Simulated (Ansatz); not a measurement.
# BaTiO3 (P4mm): a soft mode frozen in

Which phase does BaTiO3 (P4mm) fall into along its unstable mode, and how much energy does it gain?

Program: Ansatz 0.2.0. Level of theory: DFT LDA, scalar-relativistic, plane waves, PAW; PAW set soft_1. Results are calculated unless marked as measured.

The database entry behind the starting cell differs from later determinations by our own check (c/a about 0.6 % short), so it need not match the best structure at ambient conditions.

### Step 1. The structure

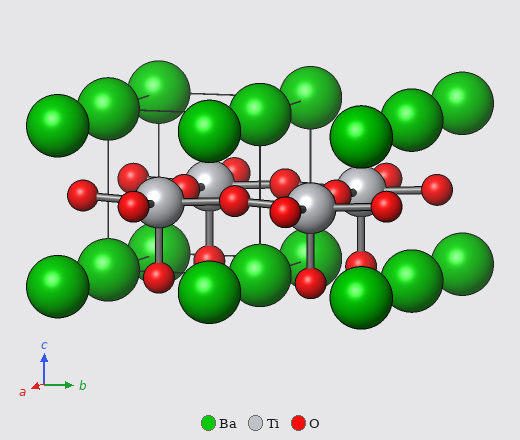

The cell as given, slightly off an axis (barium green, titanium light grey, oxygen red). 2×2×1 cells are drawn. Some periodic images of atoms are drawn too.

As a file:

```cif
data_structure
_symmetry_space_group_name_H-M 'P4mm'
_symmetry_Int_Tables_number 99
_cell_length_a 3.9270
_cell_length_b 3.9270
_cell_length_c 3.9746
_cell_angle_alpha 90.000
_cell_angle_beta 90.000
_cell_angle_gamma 90.000
_cell_volume 61.29
loop_
_atom_site_label
_atom_site_type_symbol
_atom_site_symmetry_multiplicity
_atom_site_Wyckoff_symbol
_atom_site_fract_x
_atom_site_fract_y
_atom_site_fract_z
_atom_site_occupancy
Ba1 Ba 1 a 0.00000 0.00000 0.00109 1
Ti1 Ti 1 b 0.50000 0.50000 0.48890 1
O1 O 1 b 0.50000 0.50000 0.02210 1
O2 O 2 c 0.50000 0.00000 0.51546 1
```

### Step 2. Modes at Γ

The cell comes from relaxations at this level that are not shown. The zone centre is the only wavevector solved here; it holds the modes that light can see, as far as symmetry allows. The response to a homogeneous field gives the Born charges and the dielectric tensor, and its change with displacement the Raman tensors.

The input, input.yaml:

```yaml
crystal:
  lattice:
    - [3.9269704377, 0.0, 0.0]
    - [0.0, 3.9269704377, 0.0]
    - [0.0, 0.0, 3.9745611088]
  atoms:
    - { symbol: Ba, position: [0.0, 0.0, 0.0010879549] }
    - { symbol: Ti, position: [0.5, 0.5, 0.4888984683] }
    - { symbol: O, position: [0.5, 0.5, 0.0221032866] }
    - { symbol: O, position: [0.5, 0.0, 0.5154551451] }
    - { symbol: O, position: [0.0, 0.5, 0.5154551451] }
kpoints:
  mp_grid: { grid: [8, 8, 8] }
hamiltonian:
  xc: lda
  pseudopotentials: { kind: paw, azcp: { folder: soft_1 }, xc_functional: pbe }
scf:
  occupations: { method: fixed }
output:
  eigenvalues: true
phonons:
  method: dfpt
  dielectric: true
  rigid_motions: translations
  raman: true
```

The run is started by

```
$ ansatz run input.yaml --threads 4 --pin off --max-ram 10240MiB --backend cpu --events-out ev --progress --plain --runs-dir out
```

Numbers of over 12 decimals in the logs are rounded to 6 here.

Output:

```text
Engine: ansatz 0.2.0, aarch64-unknown-linux-gnu
Pseudopotentials: kind: paw
Pseudopotential: Ba, paw, valence charge 10, recommended cutoff 420 eV (normal), soft_1/Ba.paw.azcp
Pseudopotential: Ti, paw, valence charge 12, recommended cutoff 420 eV (normal), soft_1/Ti.paw.azcp
Pseudopotential: O, paw, valence charge 6, recommended cutoff 420 eV (normal), soft_1/O.paw.azcp
Functional definition: SPW92
  exchange = slater_x
  correlation = pw_c
Crystal: 5 atoms, lattice volume = 61.292 Å³
Basis set: ecut = 420 eV, 1213 PW (Γ), exchange–correlation on 54×54×54 points (8 copies of the dense FFT grid, shifted against one another)
Bands: 25, of which v1, the nominal top of the filled ones, is band 20 counted from 1 (19 counted from 0)
Symmetry: 8 space group operations
k-points: 260 of 512 (irreducible under 1 space group operation, time reversal used)
Non-local potential: Ba, projectors of the file, l = 0: 3, l = 1: 2, l = 2: 2, l = 3: 2
Non-local potential: Ti, projectors of the file, l = 0: 3, l = 1: 2, l = 2: 3, l = 3: 1
Non-local potential: O, projectors of the file, l = 0: 2, l = 1: 2, l = 2: 1
PAW form: soft (Blöchl's): semilocal exchange-correlation on the pseudo side does not see the compensation charge
PAW frozen core: Ba, regenerated for the run's functional, and the local potential with it (the file was generated under x = pbe(κ = 0.804, μ = 0.219515), c = pbe(β = 0.066725))
PAW frozen core: Ti, regenerated for the run's functional, and the local potential with it (the file was generated under x = pbe(κ = 0.804, μ = 0.219515), c = pbe(β = 0.066725))
PAW frozen core: O, regenerated for the run's functional, and the local potential with it (the file was generated under x = pbe(κ = 0.804, μ = 0.219515), c = pbe(β = 0.066725))
PAW one-centre angular grid: Ba, 194 points (default); XC on 64 Gauss nodes
PAW one-centre angular grid: Ti, 590 points (default); XC on 64 Gauss nodes
PAW one-centre angular grid: O, 110 points (default); XC on 64 Gauss nodes
Initial density: superposition of atomic densities (chi_scale 0.1, normalization cell, long waves kept (reshape's long-wave potential 0.00 eV rms))
Initial wavefunctions: pseudopotential atomic-orbital guess
Functional: x = slater, c = lda
SCF iter   1: F=—  HF=-9905.107540 eV  |F-HF|=—  |Δ(HF+E_count)|=         —  Δρ=5.43e-2  dr2=1.88e0  ethr=3.10e-3  ⟨swp⟩=4.7  Hψ=25235  notcnv=0  defer=563
preconditioner: auto → Resta (q_TF=auto, 2.541 Å⁻¹)  ε∞=5.3  [insulator: Δε(μ)=2.208 eV  Ē_g=12.944 eV  n_scr=18 (ndim 8)  ℏωp=26.8 eV  f_vac=0.000  ε∞_Penn≈5.3]
SCF iter   2: F=—  HF=-9904.727708 eV  |F-HF|=—  |Δ(HF+E_count)|=   3.80e-1  Δρ=2.30e-2  dr2=4.10e-1  ethr=3.10e-3  ⟨swp⟩=2.8  Hψ=13170  notcnv=0  defer=285
SCF iter   3: F=—  HF=-9904.649968 eV  |F-HF|=—  |Δ(HF+E_count)|=   7.77e-2  Δρ=8.58e-3  dr2=4.53e-2  ethr=1.03e-3  ⟨swp⟩=2.0  Hψ=11136  notcnv=0  defer=565
SCF iter   4: F=—  HF=-9904.646994 eV  |F-HF|=—  |Δ(HF+E_count)|=   2.97e-3  Δρ=8.75e-3  dr2=4.61e-2  ethr=1.13e-4  ⟨swp⟩=2.9  Hψ=11816  notcnv=0  defer=558
SCF iter   5: F=—  HF=-9904.638336 eV  |F-HF|=—  |Δ(HF+E_count)|=   8.66e-3  Δρ=1.37e-3  dr2=8.60e-4  ethr=1.13e-4  ⟨swp⟩=2.0  Hψ=9647  notcnv=0  defer=611
SCF iter   6: F=—  HF=-9904.638448 eV  |F-HF|=—  |Δ(HF+E_count)|=   1.12e-4  Δρ=3.01e-4  dr2=4.55e-5  ethr=2.15e-6  ⟨swp⟩=2.0  Hψ=9598  notcnv=0  defer=655
SCF iter   7: F=—  HF=-9904.638444 eV  |F-HF|=—  |Δ(HF+E_count)|=   4.27e-6  Δρ=1.61e-4  dr2=1.22e-5  ethr=1.14e-7  ⟨swp⟩=2.0  Hψ=10026  notcnv=0  defer=277
SCF iter   8: F=—  HF=-9904.638442 eV  |F-HF|=—  |Δ(HF+E_count)|=   2.01e-6  Δρ=4.96e-5  dr2=1.12e-6  ethr=3.04e-8  ⟨swp⟩=2.0  Hψ=7990  notcnv=0  defer=260
SCF iter   9: F=—  HF=-9904.638441 eV  |F-HF|=—  |Δ(HF+E_count)|=   7.95e-7  Δρ=9.20e-6  dr2=3.77e-8  ethr=2.81e-9  ⟨swp⟩=2.0  Hψ=8538  notcnv=0  defer=260
SCF iter  10: F=—  HF=-9904.638441 eV  |F-HF|=—  |Δ(HF+E_count)|=   2.26e-9  Δρ=9.68e-7  dr2=5.57e-10  ethr=9.41e-11  ⟨swp⟩=2.0  Hψ=8824  notcnv=0  defer=260
SCF iter  11: F=-9904.638441 eV  HF=-9904.638441 eV  |F-HF|=2.18e-11  |Δ(HF+E_count)|=  3.64e-12  Δρ=2.07e-7  dr2=2.83e-11  ethr=1.00e-12  ⟨swp⟩=11.8  Hψ=42363  notcnv=0
SCF 1 converged in 11 iterations: F = -9904.638441 eV  dr2 = 2.83e-11
  greatest PAW one-centre occupation: 0.998 electrons in one spin orbital (limit 2), on the Ti atom at site 1 (counted from 0), in its partial waves of l = 0
DFPT response loops at Γ: preconditioner auto → none (the input reference at scf.mixing.eps_inf says where Resta's filter doesn't serve); β = 0.50; Broyden in place of MSR1
── the response to a field inside a basis, on 8×8×8 k-points: an SCF that follows is theirs, and a resumed run solves both again ──
Bands: 21, of which v1, the nominal top of the filled ones, is band 20 counted from 1 (19 counted from 0)
k-points: 40 of 512 (time reversal used)
Initial density: handed on by an earlier stage of this run
Initial wavefunctions: pseudopotential atomic-orbital guess (no wavefunctions were taken with the density)
Eigensolver: Dense (40 Hₖ)
SCF iter   1: F=—  HF=-9904.634725 eV  |F-HF|=—  |Δ(HF+E_count)|=         —  Δρ=4.53e-4  dr2=2.37e-5  ethr=1.00e-1
preconditioner: auto → Resta (q_TF=auto, 2.541 Å⁻¹)  ε∞=7.3  [insulator: Δε(μ)=2.116 eV  Ē_g=10.728 eV  n_scr=18 (ndim 8)  ℏωp=26.8 eV  f_vac=0.000  ε∞_Penn≈7.3]
SCF iter   2: F=—  HF=-9904.634719 eV  |F-HF|=—  |Δ(HF+E_count)|=   6.13e-6  Δρ=2.02e-4  dr2=9.96e-6  ethr=5.92e-8
SCF iter   3: F=—  HF=-9904.634717 eV  |F-HF|=—  |Δ(HF+E_count)|=   1.47e-6  Δρ=1.09e-4  dr2=2.07e-6  ethr=2.49e-8
SCF iter   4: F=—  HF=-9904.634717 eV  |F-HF|=—  |Δ(HF+E_count)|=   4.73e-7  Δρ=1.44e-5  dr2=7.81e-8  ethr=5.18e-9
SCF iter   5: F=—  HF=-9904.634717 eV  |F-HF|=—  |Δ(HF+E_count)|=   1.90e-8  Δρ=3.20e-6  dr2=7.65e-9  ethr=1.95e-10
SCF iter   6: F=—  HF=-9904.634717 eV  |F-HF|=—  |Δ(HF+E_count)|=   1.27e-9  Δρ=2.95e-6  dr2=4.39e-9  ethr=1.91e-11
SCF iter   7: F=—  HF=-9904.634717 eV  |F-HF|=—  |Δ(HF+E_count)|=  9.17e-10  Δρ=4.65e-7  dr2=1.21e-10  ethr=1.10e-11
SCF iter   8: F=-9904.634717 eV  HF=-9904.634717 eV  |F-HF|=0.00e0  |Δ(HF+E_count)|=  2.55e-11  Δρ=7.66e-8  dr2=3.73e-12  ethr=1.00e-12
SCF 1 converged in 8 iterations: F = -9904.634717 eV  dr2 = 3.73e-12
DFPT response loops at Γ: mixed as the last ones told, above
DFPT response loops at Γ: mixed as the last ones told, above
SCF converged after 11 iterations
Free energy (F): -9904.638441 eV
Harris-Foulkes:  -9904.638441 eV  (|F-HF|=2.18e-11)
Internal energy: -9904.638441 eV  (E = F + TS)
E sigma→0 (E₀):  -9904.638441 eV
Fermi energy:    10.597627 eV
--- Per-component energies (eV) ---
  E_band       = -124.303339
  E_kinetic    = 946.858319
  E_local      = -2130.959473  (includes V_loc(G=0)·N_el)
  E_nonlocal   = 321.335799
  E_hartree    = 818.973117
  E_xc         = -527.454391
  E_vxc        = -551.103372  (∫ρ·V_xc dr)
  E_paw        = -6474.010438  (= ΣΔE_a)
  E_vpaw       = -348.383244  (= ΣTr[D̂ρ^β])
  E_aug_tail   = 0.002248  (compensation charges beyond the density's cutoff)
  E_ewald      = -2860.282858
  E_core_change = 0.899235  (= ΣΔE_core)
  E_smearing   = -0.000000  (= −TS)
  E_closure    = 0.000000  (closes the sum)
  Σ components = -9904.638441   (vs F -9904.638441, Δ=0.00e0)
--- Band table (eV; the first three rows and the last of 260) ---
  k-point 0: bands = [... 16 lower, 9.3141, 10.3416, 10.3590, 10.3590, 12.4497, 12.6975, 12.6975, 15.0354, ... 1 higher]
  k-point 1: bands = [... 16 lower, 9.1747, 9.9821, 10.2888, 10.2888, 12.4697, 12.9779, 12.9779, 15.0368, ... 1 higher]
  k-point 2: bands = [... 16 lower, 8.8724, 9.3117, 10.1289, 10.1289, 12.5190, 13.5876, 13.5876, 15.0388, ... 1 higher]
  k-point 259: bands = [... 16 lower, 8.2385, 10.4699, 10.4699, 10.5976, 15.0825, 15.0825, 15.1103, 17.4224, ... 1 higher]
--- Phonons (Γ-DFPT): 9 representative perturbations + reference, on 260 of 512 k-points (Σ response iterations 30) ---
  k mesh reduced under 1 symmetry operation, with k and −k counted as one. Each operation leaves every solved perturbation unchanged. A smaller set is not considered because the run solves the response to a homogeneous field
  ASR residual: 1.633e-4 → 0.000e0 eV/Å²; symmetrization residual: 3.364e-5 eV/Å²
  ASR residual per site (eV/Å²): 4.60e-5 1.63e-4 7.87e-5 3.21e-5 3.21e-5
  Γ frequencies (cm⁻¹): -94.93 -94.93 0.00 0.00 0.00 174.16 179.08 179.08 261.40 288.32 288.32 288.62 481.00 481.00 508.51
  ε∞ (high-frequency dielectric tensor):
        6.555552     0.000000    -0.000000
        0.000000     6.555552     0.000000
       -0.000000     0.000000     6.041025
  softest optical mode at Γ: -94.93 cm⁻¹; the repairs (sum rule, projections) moved no ω² at Γ by more than (3.15 cm⁻¹)²
  Born effective charges Z* (e; rows j = field, columns β = displacement):
    site 0:
         2.77309    0.00000   -0.00000
         0.00000    2.77309    0.00000
        -0.00000    0.00000    2.82950
    site 1:
         7.14889    0.00000   -0.00000
         0.00000    7.14889    0.00000
        -0.00000    0.00000    6.26037
    site 2:
        -2.09282    0.00000   -0.00000
         0.00000   -2.09282    0.00000
         0.00000    0.00000   -5.02073
    site 3:
        -2.16869    0.00000    0.00000
         0.00000   -5.66046    0.00000
         0.00000    0.00000   -2.03457
    site 4:
        -5.66046    0.00000    0.00000
         0.00000   -2.16869    0.00000
         0.00000    0.00000   -2.03457
  Z* charge neutrality: 6.444e-4 e pre-enforcement
  solved inside a basis spanned on kpoints, on 8×8×8 k-points: ε∞ is read to err by 2.3e-2, Z* by 2.8e-2 e (field_mesh: kpoints solves on kpoints); Z* is corrected for what the basis lacks
  Raman tensors (in the event stream and the table raman_tensors.tsv): an entry may err by 4.4e-1 Å², one of the second-order susceptibility by 4.4e-1 pm/V (basis, points and sum rule); their sum over the sites missed zero by 5.503e-5 Å² ahead of its enforcement
  optical modes at Γ without the LO–TO term, one row a degenerate level:
      ω (cm⁻¹)  modes    IR ((D/Å)²/amu)  static Raman (Å⁴/amu)  depolarisation
        -94.93      2           157.4645               174.6799           0.750
        174.16      1             8.1853                12.0626           0.011
        179.08      2             3.3208                 0.3162           0.750
        261.40      1            49.6953               895.5347           0.065
        288.32      2             0.2149                24.7099           0.750
        288.62      1             0.0000                 4.5834           0.750
        481.00      2             9.4505                19.1472           0.750
        508.51      1            10.6424               629.6199           0.043
  optical modes at Γ + LO–TO along q̂ = [1.0000, 0.0000, 0.0000]:
      ω (cm⁻¹)  modes    IR ((D/Å)²/amu)  static Raman (Å⁴/amu)  depolarisation
        -94.93      1            78.7323                87.3400           0.750
        174.16      1             8.1853                12.0626           0.011
        176.41      1             0.0188                 3.0874           0.750
        179.08      1             1.6604                 0.1581           0.750
        261.40      1            49.6953               895.5347           0.065
        288.04      1             0.0085                10.0000           0.750
        288.32      1             0.1075                12.3549           0.750
        288.62      1             0.0000                 4.5834           0.750
        454.10      1             3.8452                 0.0123           0.750
        481.00      1             4.7253                 9.5736           0.750
        508.51      1            10.6424               629.6199           0.043
        685.31      1            81.3529                10.6850           0.750
  optical modes at Γ + LO–TO along q̂ = [0.0000, 1.0000, 0.0000]:
      ω (cm⁻¹)  modes    IR ((D/Å)²/amu)  static Raman (Å⁴/amu)  depolarisation
        -94.93      1            78.7323                87.3400           0.750
        174.16      1             8.1853                12.0626           0.011
        176.41      1             0.0188                 3.0874           0.750
        179.08      1             1.6604                 0.1581           0.750
        261.40      1            49.6953               895.5347           0.065
        288.04      1             0.0085                10.0000           0.750
        288.32      1             0.1075                12.3549           0.750
        288.62      1             0.0000                 4.5834           0.750
        454.10      1             3.8452                 0.0123           0.750
        481.00      1             4.7253                 9.5736           0.750
        508.51      1            10.6424               629.6199           0.043
        685.31      1            81.3529                10.6850           0.750
  optical modes at Γ + LO–TO along q̂ = [0.0000, 0.0000, 1.0000]:
      ω (cm⁻¹)  modes    IR ((D/Å)²/amu)  static Raman (Å⁴/amu)  depolarisation
        -94.93      2           157.4645               174.6799           0.750
        179.08      2             3.3208                 0.3162           0.750
        187.35      1             0.0744                61.2770           0.096
        288.32      2             0.2149                24.7099           0.750
        288.62      1             0.0000                 4.5834           0.750
        458.81      1             4.1203                29.4014           0.005
        481.00      2             9.4505                19.1472           0.750
        711.58      1            64.3284               637.9539           0.060
```

Wall time 5.4 min (4 threads of Arm Neoverse V1, shared host); peak memory 1.9 GiB; 21 min of CPU time.

Numbers from this step:

```
gap on the k-mesh                                       : 1.852 eV
volume per atom                                         : 12.26 Å³
sum-rule residual before enforcement                    : 1.63e-4 eV/Å²
miss of the charge sum rule                             : 6.44e-4 e
estimated error of the dielectric tensor                : 0.02283
estimated error of the Born charges                     : 0.02835 e
point group                                             : 4mm
highest optical mode at the zone centre (no LO-TO term) : 508.5 cm⁻¹
lowest optical zone-centre mode                         : -94.93 cm⁻¹
mean high-frequency dielectric constant                 : 6.384
largest Born charge (third of the trace)                : 6.853 e
top of the zone-centre spectrum with the field          : 711.6 cm⁻¹
```

Without the LO-TO term. Patterns of degenerate modes are one choice out of their space. Modes at Γ, with each element's share of the kinetic energy (negative means imaginary):

```csv
mode,frequency (cm⁻¹),symmetry,Ba %,Ti %,O %
1,-94.9,E,0,45,55
2,-94.9,E,0,45,55
3,0.0,acoustic,59,21,21
4,0.0,acoustic,59,21,21
5,0.0,acoustic,59,21,21
6,174.2,A1,40,18,41
7,179.1,E,41,33,26
8,179.1,E,41,33,26
9,261.4,A1,1,61,38
10,288.3,E,0,0,100
11,288.3,E,0,0,100
12,288.6,B1,0,0,100
13,481.0,E,0,1,99
14,481.0,E,0,1,99
15,508.5,A1,0,0,100
```

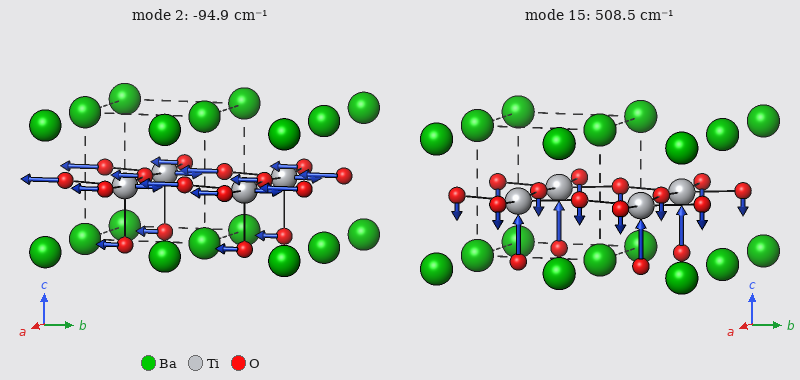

Displacement patterns of modes 2 and 15 at Γ; arrows are exaggerated. 2×2×1 cells are drawn. Some periodic images of atoms are drawn too.

Before it was imposed, the acoustic sum rule was missed by 1.6e-4 eV/Å² and the charge sum rule by 6.4e-4 e. Small misses are needed for a sound result but don't prove that mesh and cutoff are converged. The lowest optical mode is imaginary, 94.9i cm⁻¹, so the energy falls along it.

### Step 3. The mode frozen in, largest atomic shift 0 Å

The mode followed lies at Γ with frequency 94.9i cm⁻¹ and is 2-fold degenerate, the softest among the wavevectors solved. At small amplitude the distorted cell has space group no. 6 by a symmetry search on the positions. The undistorted cell that holds it gives the zero of energy on the same k mesh.

Changes to input.yaml since step 2:

```diff
@@ -17,9 +17,6 @@
 scf:
-  occupations: { method: fixed }
+  occupations: { method: gaussian, width: 0.02 }
 output:
+  forces: true
+  stress: true
   eigenvalues: true
-phonons:
-  method: dfpt
-  dielectric: true
-  rigid_motions: translations
-  raman: true
```

Output:

```text
[...]
Crystal: 5 atoms, lattice volume = 61.292 Å³
Basis set: ecut = 420 eV, 1213 PW (Γ)
Bands: 25, of which v1, the nominal top of the filled ones, is band 20 counted from 1 (19 counted from 0)
Symmetry: 8 space group operations
[...]
k-points: 75 of 512 (time reversal used)
[...]
--- Band table (eV; the first three rows and the last of 75) ---
  k-point 0: bands = [... 16 lower, 9.3143, 10.3417, 10.3591, 10.3591, 12.4497, 12.6974, 12.6974, 15.0354]
  k-point 1: bands = [... 16 lower, 9.1748, 9.9822, 10.2889, 10.2889, 12.4697, 12.9779, 12.9779, 15.0367]
  k-point 2: bands = [... 16 lower, 8.8725, 9.3118, 10.1290, 10.1290, 12.5190, 13.5876, 13.5876, 15.0388]
  k-point 74: bands = [... 16 lower, 8.2385, 10.4700, 10.4700, 10.5978, 15.0825, 15.0825, 15.1103, 17.4224]
[key lines of the parts left out:]
SCF converged after 7 iterations
Free energy (F): -9904.638440 eV
Fermi energy:    11.523757 eV
P = ⅓ Tr σ = 0.0005 GPa (0.005 kbar)
```

Run time: 3.9 s. Hardware: 4 threads; peak memory 0.45 GiB.

This step gave:

| Property | Result |
| --- | --- |
| pressure | 5.49e-4 GPa |
| energy from the undistorted cell | 0 meV/atom |

At this level the gap is 1.85 eV on the k-mesh of the self-consistent run, which can miss the band edges.

### Step 4. The mode frozen in, largest atomic shift 0.04 Å

The atoms are moved along the unstable eigenvector, the largest shift by 0.04 Å, with the cell fixed.

input.yaml, the sections that differ from step 3:

```yaml
crystal:
  lattice:
    - [3.9269704377, 0.0, 0.0]
    - [0.0, 3.9269704377, 0.0]
    - [0.0, 0.0, 3.9745611088]
  atoms:
    - { symbol: Ba, position: [0.0, 0.000199763, 0.0010879549] }
    - { symbol: Ti, position: [0.5, 0.5072914439, 0.4888984683] }
    - { symbol: O, position: [0.5, 0.4939388218, 0.0221032866] }
    - { symbol: O, position: [0.5, -0.0101859692, 0.5154551451] }
    - { symbol: O, position: [0.0, 0.4927174023, 0.5154551451] }
# kpoints, hamiltonian, scf, output: as in step 3
```

Output:

```text
[...]
Crystal: 5 atoms, lattice volume = 61.292 Å³
Basis set: ecut = 420 eV, 1213 PW (Γ)
Bands: 25, of which v1, the nominal top of the filled ones, is band 20 counted from 1 (19 counted from 0)
Symmetry: 2 space group operations
[...]
k-points: 170 of 512 (time reversal used)
[...]
--- Band table (eV; the first three rows and the last of 170) ---
  k-point 0: bands = [... 16 lower, 9.3087, 10.2843, 10.3006, 10.3483, 12.5393, 12.7292, 12.7792, 15.0929]
  k-point 1: bands = [... 16 lower, 9.1815, 9.9562, 10.2260, 10.2706, 12.5677, 12.9999, 13.0300, 15.1009]
  k-point 2: bands = [... 16 lower, 8.8973, 9.3136, 10.0608, 10.1053, 12.6174, 13.6055, 13.6144, 15.1026]
  k-point 169: bands = [... 16 lower, 8.2569, 10.4541, 10.4803, 10.5817, 15.0776, 15.1050, 15.1516, 17.4185]
[key lines of the parts left out:]
SCF converged after 7 iterations
Free energy (F): -9904.638931 eV
Fermi energy:    11.560489 eV
P = ⅓ Tr σ = 0.3190 GPa (3.190 kbar)
```

The job ended after 8.6 s (4 threads; peak memory 0.56 GiB; 34 s of CPU time).

This step gave:

| Quantity | Value |
| --- | --- |
| pressure | 0.3190 GPa |
| gap on the k-mesh | 1.958 eV |
| energy from the undistorted cell | -0.098 meV/atom |

The energy, extrapolated to zero smearing, is -0.10 meV/atom against the undistorted cell.

The run ends at a pressure of 0.32 GPa, with forces up to 0.026 eV/Å.

(Continued in part 2 of 3.)

[Logs are printed without paths, hosts, clocks, repeated set-up lines and the standing remarks that a program may print on its own settings, such as how far it seeks lower states.]

[Hosts, paths, dates, database ids (printed as entryN), source tags and the programs' standing remarks are cut or masked in the printed files.]
